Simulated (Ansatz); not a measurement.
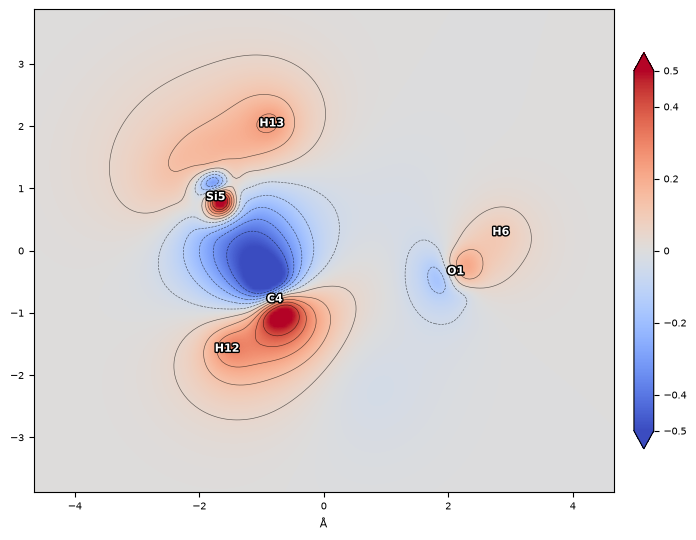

*C₃H₁₀OSi. The HOMO−1 on the plane of atoms Si5, C4 and H12 (values in Å⁻³ᐟ²; the overall sign is arbitrary).*

These are results of RKS B3LYP/def2-SVP (Ansatz 0.2.0), not measurements.

Input

```
crystal:
  periodic: [false, false, false]
  atoms:
    - { symbol: O, position_ang: [-1.9944, -0.8614, 0.2915] }
    - { symbol: C, position_ang: [-1.333, -0.27, -0.8183] }
    - { symbol: C, position_ang: [0.0827, -0.7625, -0.8149] }
    - { symbol: C, position_ang: [0.9511, -0.4767, 0.5006] }
    - { symbol: Si, position_ang: [1.2936, 1.2824, 0.8746] }
    - { symbol: H, position_ang: [-2.9568, -0.4727, 0.2184] }
    - { symbol: H, position_ang: [-1.354, 0.8262, -0.7573] }
    - { symbol: H, position_ang: [-1.7812, -0.5683, -1.7498] }
    - { symbol: H, position_ang: [0.6578, -0.3223, -1.6148] }
    - { symbol: H, position_ang: [0.1017, -1.8515, -0.918] }
    - { symbol: H, position_ang: [0.3157, -0.9146, 1.3707] }
    - { symbol: H, position_ang: [1.845, -1.0283, 0.4738] }
    - { symbol: H, position_ang: [0.0051, 2.1287, 0.9989] }
    - { symbol: H, position_ang: [2.0359, 1.3919, 2.176] }
    - { symbol: H, position_ang: [2.1092, 1.8483, -0.2021] }
basis:
  gaussian: { orbitals: def2-SVP }
hamiltonian:
  xc: b3lyp
relax:
  f_tol: 0.015
  max_steps: 40
output:
  orbitals: {}
```

Run with:

```sh
ansatz run input.yaml --threads 2 --pin off --max-ram 3072MiB --backend cpu --events-out ev --progress --plain --runs-dir out
```

The fields are those of the run's last geometry, not of the input's.

Q: Where does this orbital lie, and at what energy?

A: Its weight (Hirshfeld) is mainly on C4 (about 30 %), Si5 (about 20 %), C3 (about 10 %) and H10 (about 10 %). Its energy is −8.10 eV.
